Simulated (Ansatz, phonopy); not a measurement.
# Al (Aluminum, Fm-3m): thermal expansion from first principles, part 2 of 4

How much does Aluminum expand with temperature?

What experiment has found for this phase:
- volume expansion coefficient 69 1e-6/K and heat capacity C_P per formula unit 24.2 J/mol/K near room temperature (given in “High-Throughput Prediction of Finite-Temperature Properties using the Quasi-Harmonic Approximation”, 2016, arXiv:1603.06924)

Ansatz 0.2.0; DFT PBEsol, scalar-relativistic, plane waves, PAW (the session's first sound run).

So far. Step 2 (A first coarse run): The start is under -1.9 GPa at this level and looks like a metal on this mesh. Step 4 (Tight relaxation): The residual pressure is 0.0077 GPa, small enough for phonons.

### 5. The quasi-harmonic study, functional PBEsol

Thermal expansion follows from how the free energy of the vibrations (and of the electrons in a metal) changes with strain, so the program makes strained cells, their phonons and a fit in one run.

Input file input.yaml:

```yaml
crystal:
  lattice:
    - [0.0, 2.0068996119, 2.0068996119]
    - [2.0068996119, 0.0, 2.0068996119]
    - [2.0068996119, 2.0068996119, 0.0]
  atoms:
    - { symbol: Al, position: [0.0, 0.0, 0.0] }
kpoints:
  mp_grid: { grid: [20, 20, 20] }
hamiltonian:
  xc: pbesol
scf:
  occupations: { method: methfessel_paxton, width: 0.2 }
  lower_state_search: "off"
output:
  eigenvalues: true
phonons:
  method: dfpt
  qmesh: [4, 4, 4]
  temperatures: { t_max: 850.0, t_step: 50 }
  thermal_expansion: {}
```

On the command line:

```bash
$ ansatz run input.yaml --threads 4 --pin off --max-ram 16384MiB --backend cpu --events-out ev --progress --plain --runs-dir out
```

Numbers of over 12 decimals in the logs are rounded to 6 here.

Output:

```text
[...]
Crystal: 1 atoms, lattice volume = 16.166 Å³
Basis set: ecut = 487.2 eV, 411 PW (Γ), exchange–correlation on 48×48×48 points (8 copies of the dense FFT grid, shifted against one another)
Bands: 6, of which v1, the nominal top of the filled ones, is band 2 counted from 1 (1 counted from 0)
Symmetry: 48 space group operations
[...]
k-points: 256 of 8000
[...]
SCF iter   1: F=—  HF=-524.548134 eV  |F-HF|=—  |Δ(HF+E_count)|=         —  Δρ=8.08e-4  dr2=5.79e-5  ethr=1.77e-3  ⟨swp⟩=4.6  Hψ=12671  notcnv=0
[...]
SCF iter   6: F=-524.548147 eV  HF=-524.548147 eV  |F-HF|=7.96e-13  |Δ(HF+E_count)|=  1.71e-12  S|Δr|=    0.00e0  Δρ=1.55e-7  dr2=3.55e-12  ethr=1.00e-12  ⟨swp⟩=5.2  Hψ=5006  notcnv=0
SCF 1 converged in 6 iterations: F = -524.548147 eV  dr2 = 3.55e-12
[...]
relax step   1: F+E_penalty+E_count = -524.54814707 eV  Δ(F+E_penalty+E_count) = +0.000e0 eV  max|allowed force component| = 0.000e0 eV/Å  Δτ_max = 0.0000 Å  (6 SCF iters, accepted)
SCF converged after 6 iterations
[...]
Free energy (F): -524.548147 eV
[...]
Internal energy: -524.547808 eV  (E = F + TS)
E sigma→0 (E₀):  -524.548062 eV
Entropy (-TS):   -0.000339 eV (-0.339 meV/atom)
Fermi energy:    8.144370 eV
[...]
--- Stress (GPa, compression-positive) ---
       -0.000879       0.000000      -0.000000
        0.000000      -0.000879       0.000000
       -0.000000       0.000000      -0.000879
  P = ⅓ Tr σ = -0.0009 GPa (-0.009 kbar)
--- Band table (eV; the first three rows and the last of 256) ---
[...]
── thermal expansion: 3 new cells, 3 in all ──
thermal expansion: relaxation of cell 2
thermal expansion: relaxation of cell 3
── thermal expansion: 2 new cells, 5 in all ──
thermal expansion: relaxation of cell 4
thermal expansion: electrons of cell 4
thermal expansion: phonons of cell 4
WARN: thermal expansion, phonons of cell 4: eigensolver did not converge (k=45): 1 band(s) unlocked after 20 sweeps at ethr=1.00e-12 eV (lowest unlocked band 5, counted from 0; max residual 3.44e-5 eV among the unlocked bands, 3.44e-5 eV over every band)
thermal expansion: relaxation of cell 5
thermal expansion: electrons of cell 1
thermal expansion: electrons of cell 2
thermal expansion: electrons of cell 3
thermal expansion: electrons of cell 5
thermal expansion: phonons of cell 5
[...]
── thermal expansion: 7 new cells, 12 in all ──
thermal expansion: relaxation of cell 6
thermal expansion: relaxation of cell 7
thermal expansion: relaxation of cell 8
thermal expansion: relaxation of cell 9
thermal expansion: relaxation of cell 10
thermal expansion: relaxation of cell 11
thermal expansion: relaxation of cell 12
thermal expansion: electrons of cell 6
thermal expansion: electrons of cell 7
thermal expansion: electrons of cell 8
thermal expansion: electrons of cell 9
thermal expansion: electrons of cell 10
thermal expansion: electrons of cell 11
thermal expansion: electrons of cell 12
thermal expansion: phonons of cell 6
[...]
thermal expansion: phonons of cell 7
[...]
thermal expansion: phonons of cell 8
[...]
thermal expansion: phonons of cell 9
[...]
WARN: thermal expansion: eigensolver_not_converged in the phonons of 6 cells: 4, 5, 6, 7, 8, 9
--- Relaxed structure (1 steps of the walk, 1 accepted, 0 SCFs on fresh bases) ---
  F+E_penalty+E_count = -524.54814707 eV   max|allowed force component| = 0.000e0 eV/Å
  atoms:
    - { symbol: Al, position: [0.0, 0.0, 0.0] }
--- Thermal expansion: 12 cells in 3 rounds, 0 GPa ---
  no lower state was looked for at cell 4: scf.lower_state_search: off
  without vibrations: a 2.83820, b 2.83820, c 2.83820 Å, V 16.1665 Å³, B 81.06 GPa
  at 0 K: a 2.84761, b 2.84761, c 2.84761 Å, V 16.3277 Å³, B 78.78 GPa
  zero-point expansion: a +0.331, b +0.331, c +0.331, V +0.997 %
      T/K        a/Å        b/Å        c/Å       V/Å³ | expansion of a, b, c, V (1e-6/K)   | that of V in the mean from 25 °C | C_P, C_V (J/mol K of the cell) | B_T, B_S (GPa)
     0.00    2.84761    2.84761    2.84761    16.3277 |    0.00    0.00    0.00    0.00 |   41.25 |     0.000     0.000 |    78.78    78.78
   100.00    2.84882    2.84882    2.84882    16.3486 |   11.67   11.67   11.67   35.01 |   55.68 |    12.867    12.773 |    77.89    78.46
   200.00    2.85347    2.85347    2.85347    16.4287 |   19.44   19.44   19.44   58.33 |   63.00 |    21.325    20.817 |    75.48    77.33
   298.15    2.85937    2.85937    2.85937    16.5310 |   22.37   22.37   22.37   67.10 |       - |    24.150    23.176 |    72.88    75.94
   350.00    2.86277    2.86277    2.86277    16.5899 |   23.39   23.39   23.39   70.18 |   68.81 |    25.013    23.783 |    71.46    75.16
   450.00    2.86972    2.86972    2.86972    16.7110 |   25.04   25.04   25.04   75.13 |   71.73 |    26.235    24.480 |    68.67    73.59
   550.00    2.87714    2.87714    2.87714    16.8409 |   26.57   26.57   26.57   79.71 |   74.45 |    27.220    24.888 |    65.80    71.96
   650.00    2.88502    2.88502    2.88502    16.9797 |   28.15   28.15   28.15   84.44 |   77.15 |    28.144    25.167 |    62.83    70.26
   750.00    2.89339    2.89339    2.89339    17.1280 |   29.87   29.87   29.87   89.60 |   79.93 |    29.091    25.380 |    59.75    68.49
   850.00    2.90232    2.90232    2.90232    17.2871 |   31.82   31.82   31.82   95.47 |   82.89 |    30.118    25.558 |    56.54    66.63
  the static fit leaves 0.001 meV an atom of the energies and, of the stresses, 0.001 GPa of each cell's largest along a strain (root mean squares over the cells), whose Pulay part it has at -0.001 GPa
  vibrations' free energy: its fit leaves 0.0000 meV an atom at the most
  the electrons' free energy at temperature is in it; its fit leaves 0.0013 meV an atom at the most
  free energies summed between the sampled wave vectors
  estimated error of the fitted expansion in any direction: up to 0.039e-6/K, at 650 K (an estimate, not a bound: it was exceeded on models of known expansion)
  by sums over the sampled wave vectors an expansion of the volume parts by up to 1.06e-6/K
  by a static energy of one degree less an expansion of the volume parts by up to 0.41e-6/K
  eigensolver_not_converged in the phonons of 6 cells: 4, 5, 6, 7, 8, 9
```

It took 8.1 min on 4 threads of Arm Neoverse V1, shared host; peak memory 2.2 GiB; 30 min of CPU time.

This step gave:

* pressure: -8.79e-4 GPa
* volume expansion coefficient at 298 K: 67.10 1e-6/K
* C_P at 298 K: 24.15 J/mol-atom/K
* entropy at 298 K: 27.92 J/mol-atom/K
* isothermal bulk modulus at 298 K: 72.88 GPa
* Grüneisen parameter at 298 K: 2.100
* volume at 298 K: 16.53 Å³/atom
* principal linear expansion coefficients at 298 K: 22.37, 22.37, 22.37 1e-6/K

Strained cells of the study; zero-point energy where phonons were solved; the pressures are stresses at a fixed cutoff and can carry an offset from the finite basis. Expansion cells, by row:

| cell | \|a\| (Å) | \|b\| (Å) | \|c\| (Å) | V (Å³/atom) | E - E_lowest (meV/atom) | pressure, compression positive (GPa) | gap (eV) | zero-point energy (meV/atom) |
| --- | --- | --- | --- | --- | --- | --- | --- | --- |
| 1 | 2.838 | 2.838 | 2.838 | 16.17 | 0 | -0.002 | - | - |
| 2 | 2.861 | 2.861 | 2.861 | 16.56 | 2.288 | -1.832 | - | - |
| 3 | 2.816 | 2.816 | 2.816 | 15.78 | 2.386 | 2.049 | - | - |
| 4 | 2.838 | 2.838 | 2.838 | 16.17 | 0 | -0.022 | - | 39.71 |
| 5 | 2.853 | 2.853 | 2.853 | 16.41 | 0.934 | -1.191 | - | 38.51 |
| 6 | 2.871 | 2.871 | 2.871 | 16.74 | 4.791 | -2.597 | - | 36.97 |
| 7 | 2.888 | 2.888 | 2.888 | 17.03 | 10.56 | -3.732 | - | 35.62 |
| 8 | 2.905 | 2.905 | 2.905 | 17.33 | 18.45 | -4.775 | - | 34.3 |
| 9 | 2.921 | 2.921 | 2.921 | 17.63 | 28.35 | -5.731 | - | 33 |
| 10 | 2.81 | 2.81 | 2.81 | 15.69 | 3.698 | 2.579 | - | - |
| 11 | 2.824 | 2.824 | 2.824 | 15.93 | 0.896 | 1.233 | - | - |
| 12 | 2.945 | 2.945 | 2.945 | 18.05 | 45.23 | -6.923 | - | - |

Quasi-harmonic; a, b, c are the run's own cell vectors. Expansion, by row:

| T (K) | a (Å) | b (Å) | c (Å) | alpha (deg) | beta (deg) | gamma (deg) | cell volume (Å³/cell) | alpha_a (1e-6/K) | alpha_b (1e-6/K) | alpha_c (1e-6/K) | alpha_V (1e-6/K) | C_P (J/mol-atom/K) | C_V (J/mol-atom/K) | S (J/mol-atom/K) | B_T (GPa) | B_S (GPa) | Grueneisen | extrapolation | fit error (1e-6/K) |
| --- | --- | --- | --- | --- | --- | --- | --- | --- | --- | --- | --- | --- | --- | --- | --- | --- | --- | --- | --- |
| 0 | 2.848 | 2.848 | 2.848 | 60 | 60 | 60 | 16.33 | 0 | 0 | 0 | 0 | 0 | 0 | 0 | 78.78 | 78.78 | - | 0 | 0 |
| 50 | 2.848 | 2.848 | 2.848 | 60 | 60 | 60 | 16.33 | 3.33 | 3.33 | 3.33 | 10 | 3.646 | 3.642 | 1.201 | 78.66 | 78.74 | 2.124 | 0 | 0 |
| 100 | 2.849 | 2.849 | 2.849 | 60 | 60 | 60 | 16.35 | 11.67 | 11.67 | 11.67 | 35.01 | 12.87 | 12.77 | 6.689 | 77.89 | 78.46 | 2.102 | 0 | 0 |
| 150 | 2.851 | 2.851 | 2.851 | 60 | 60 | 60 | 16.38 | 16.68 | 16.68 | 16.68 | 50.03 | 18.39 | 18.1 | 13.07 | 76.75 | 77.95 | 2.093 | 0 | 0.01 |
| 200 | 2.853 | 2.853 | 2.853 | 60 | 60 | 60 | 16.43 | 19.44 | 19.44 | 19.44 | 58.33 | 21.32 | 20.82 | 18.8 | 75.48 | 77.33 | 2.092 | 0 | 0.01 |
| 250 | 2.856 | 2.856 | 2.856 | 60 | 60 | 60 | 16.48 | 21.17 | 21.17 | 21.17 | 63.52 | 23.05 | 22.31 | 23.76 | 74.17 | 76.64 | 2.096 | 0 | 0.02 |
| 298.1 | 2.859 | 2.859 | 2.859 | 60 | 60 | 60 | 16.53 | 22.37 | 22.37 | 22.37 | 67.1 | 24.15 | 23.18 | 27.92 | 72.88 | 75.94 | 2.101 | 0 | 0.02 |
| 300 | 2.859 | 2.859 | 2.859 | 60 | 60 | 60 | 16.53 | 22.41 | 22.41 | 22.41 | 67.22 | 24.18 | 23.2 | 28.07 | 72.83 | 75.91 | 2.101 | 0 | 0.02 |
| 350 | 2.863 | 2.863 | 2.863 | 60 | 60 | 60 | 16.59 | 23.39 | 23.39 | 23.39 | 70.18 | 25.01 | 23.78 | 31.86 | 71.46 | 75.16 | 2.107 | 0 | 0.02 |
| 400 | 2.866 | 2.866 | 2.866 | 60 | 60 | 60 | 16.65 | 24.25 | 24.25 | 24.25 | 72.76 | 25.67 | 24.18 | 35.25 | 70.07 | 74.38 | 2.114 | 0 | 0.03 |
| 450 | 2.87 | 2.87 | 2.87 | 60 | 60 | 60 | 16.71 | 25.04 | 25.04 | 25.04 | 75.13 | 26.23 | 24.48 | 38.3 | 68.67 | 73.59 | 2.121 | 0 | 0.03 |
| 500 | 2.873 | 2.873 | 2.873 | 60 | 60 | 60 | 16.77 | 25.81 | 25.81 | 25.81 | 77.43 | 26.74 | 24.71 | 41.1 | 67.24 | 72.78 | 2.129 | 0 | 0.03 |
| 550 | 2.877 | 2.877 | 2.877 | 60 | 60 | 60 | 16.84 | 26.57 | 26.57 | 26.57 | 79.71 | 27.22 | 24.89 | 43.67 | 65.8 | 71.96 | 2.137 | 0 | 0.04 |
| 600 | 2.881 | 2.881 | 2.881 | 60 | 60 | 60 | 16.91 | 27.35 | 27.35 | 27.35 | 82.04 | 27.68 | 25.04 | 46.06 | 64.33 | 71.12 | 2.146 | 0 | 0.04 |
| 650 | 2.885 | 2.885 | 2.885 | 60 | 60 | 60 | 16.98 | 28.15 | 28.15 | 28.15 | 84.44 | 28.14 | 25.17 | 48.29 | 62.83 | 70.26 | 2.155 | 0 | 0.04 |
| 700 | 2.889 | 2.889 | 2.889 | 60 | 60 | 60 | 17.05 | 28.98 | 28.98 | 28.98 | 86.95 | 28.61 | 25.28 | 50.39 | 61.31 | 69.39 | 2.165 | 0 | 0.04 |
| 750 | 2.893 | 2.893 | 2.893 | 60 | 60 | 60 | 17.13 | 29.87 | 29.87 | 29.87 | 89.6 | 29.09 | 25.38 | 52.38 | 59.75 | 68.49 | 2.176 | 0 | 0.04 |
| 800 | 2.898 | 2.898 | 2.898 | 60 | 60 | 60 | 17.21 | 30.81 | 30.81 | 30.81 | 92.43 | 29.59 | 25.47 | 54.28 | 58.17 | 67.57 | 2.187 | 0 | 0.03 |
| 850 | 2.902 | 2.902 | 2.902 | 60 | 60 | 60 | 17.29 | 31.82 | 31.82 | 31.82 | 95.47 | 30.12 | 25.56 | 56.09 | 56.54 | 66.63 | 2.199 | 0 | 0.03 |

Table of expansion coefficient by temperature; values in 1e-6/K:

| temperature (K) | volume | principal 1 |
| --- | --- | --- |
| 0 | 0 | 0 |
| 50 | 10 | 3.33 |
| 100 | 35.0 | 11.7 |
| 150 | 50.0 | 16.7 |
| 200 | 58.3 | 19.4 |
| 250 | 63.5 | 21.2 |
| 298 | 67.1 | 22.4 |
| 300 | 67.2 | 22.4 |
| 350 | 70.2 | 23.4 |
| 400 | 72.8 | 24.2 |
| 450 | 75.1 | 25.0 |
| 500 | 77.4 | 25.8 |
| 550 | 79.7 | 26.6 |
| 600 | 82.0 | 27.4 |
| 650 | 84.4 | 28.1 |
| 700 | 87.0 | 29.0 |
| 750 | 89.6 | 29.9 |
| 800 | 92.4 | 30.8 |
| 850 | 95.5 | 31.8 |

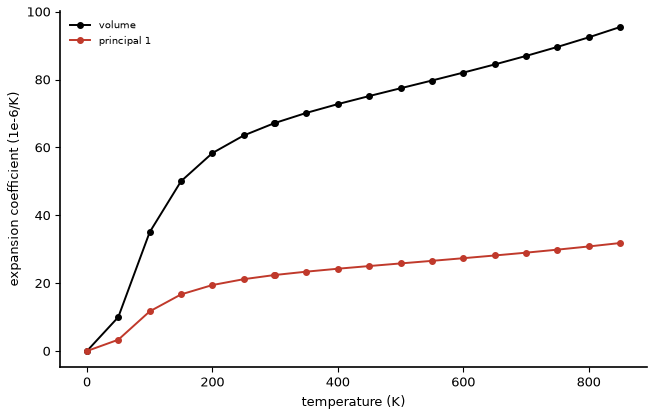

Expansion coefficient, plotted against temperature.

At 298 K the volume expansion is 67.1 × 10⁻⁶/K and B_T is 72.9 GPa. The program raised the cutoff to 487.2 eV by itself: with no cutoff typed, the study takes about 1.16 times the default for its relaxations and scales it with the volume for the phonons.

### 6. Quasi-harmonic fit by phonopy

This step: DFT PBEsol, scalar-relativistic, plane waves, PAW (phonopy 4.10.0).

This step gave:

```yaml
volume_expansion_coefficient_at_300_k: 67.1 1e-6/K
isothermal_bulk_modulus_at_300_k: 72.81 GPa
c_p_at_300_k: 24.25 J/mol-atom/K
grueneisen_parameter_at_300_k: 2.122
```

Energy (each curve on its own zero) against volume; values in meV/atom:

| volume (Å³/atom) | static | F at 0 K | F at 300 K | F at 850 K |
| --- | --- | --- | --- | --- |
| 16.170 | 0 | 3.37 | 7.7 | 20.5 |
| 16.414 | 0.93 | 3.1 | 6 | 14.5 |
| 16.738 | 4.79 | 5.41 | 6.37 | 9.05 |
| 17.029 | 10.6 | 9.83 | 9 | 6.45 |
| 17.326 | 18.4 | 16.4 | 13.7 | 5.77 |
| 17.628 | 28.4 | 25.0 | 20.3 | 6.89 |

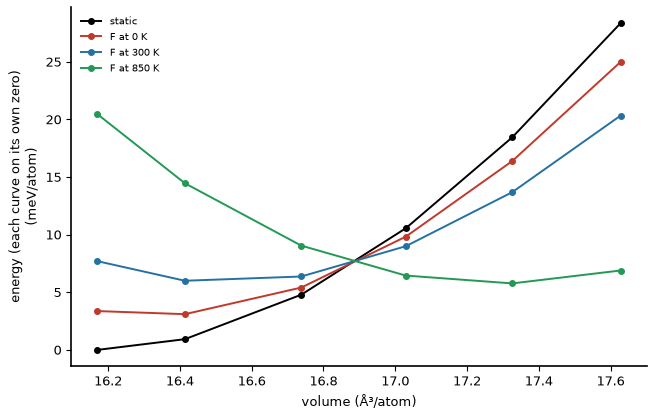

Energy (each curve on its own zero) against volume.

Phonopy-qha, vinet fit of F(V) at each temperature. Qha vinet, by row:

| T (K) | fitted volume (Å³/atom) | alpha_V (1e-6/K) | B_T (GPa) | C_P (J/mol-atom/K) | Grueneisen |
| --- | --- | --- | --- | --- | --- |
| 100 | 16.35 | 33.24 | 77.78 | 12.38 | 2.008 |
| 150 | 16.38 | 48.97 | 76.67 | 18.29 | 2.063 |
| 200 | 16.43 | 57.85 | 75.43 | 21.36 | 2.093 |
| 250 | 16.48 | 63.29 | 74.14 | 23.11 | 2.11 |
| 300 | 16.53 | 67.1 | 72.81 | 24.25 | 2.122 |
| 350 | 16.59 | 70.11 | 71.45 | 25.07 | 2.134 |
| 400 | 16.65 | 72.71 | 70.07 | 25.72 | 2.146 |
| 450 | 16.71 | 75.11 | 68.66 | 26.27 | 2.158 |
| 500 | 16.77 | 77.42 | 67.24 | 26.78 | 2.171 |
| 550 | 16.84 | 79.72 | 65.79 | 27.25 | 2.184 |
| 600 | 16.91 | 82.06 | 64.31 | 27.71 | 2.197 |
| 650 | 16.98 | 84.48 | 62.81 | 28.17 | 2.212 |
| 700 | 17.05 | 87 | 61.29 | 28.63 | 2.226 |
| 750 | 17.13 | 89.65 | 59.75 | 29.11 | 2.242 |
| 800 | 17.21 | 92.46 | 58.18 | 29.61 | 2.258 |

The volume expansion coefficient by temperature; values in 1e-6/K:

| temperature (K) | phonopy-qha, Vinet | Ansatz's own study |
| --- | --- | --- |
| 100 | 33.2 | 35.0 |
| 150 | 49.0 | 50.0 |
| 200 | 57.9 | 58.3 |
| 250 | 63.3 | 63.5 |
| 300 | 67.1 | 67.2 |
| 350 | 70.1 | 70.2 |
| 400 | 72.7 | 72.8 |
| 450 | 75.1 | 75.1 |
| 500 | 77.4 | 77.4 |
| 550 | 79.7 | 79.7 |
| 600 | 82.1 | 82.0 |
| 650 | 84.5 | 84.4 |
| 700 | 87 | 87.0 |
| 750 | 89.7 | 89.6 |
| 800 | 92.5 | 92.4 |

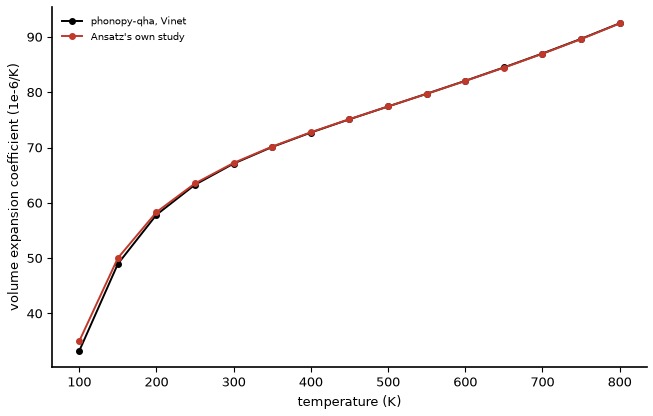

Volume expansion coefficient against temperature.

The fit gives a volume expansion of 67.1 × 10⁻⁶/K at 300 K, against 67.1 at 298 K from the study itself, whose static fit uses more cells.

[end of part 2 of 4]

[Logs are printed without paths, hosts, clocks, repeated set-up lines and the standing remarks that a program may print on its own settings, such as how far it seeks lower states.]

[Hosts, paths, dates, database ids (printed as entryN), source tags and the programs' standing remarks are cut or masked in the printed files.]

[A step with changed settings may run another functional than the one named; its input shows which.]
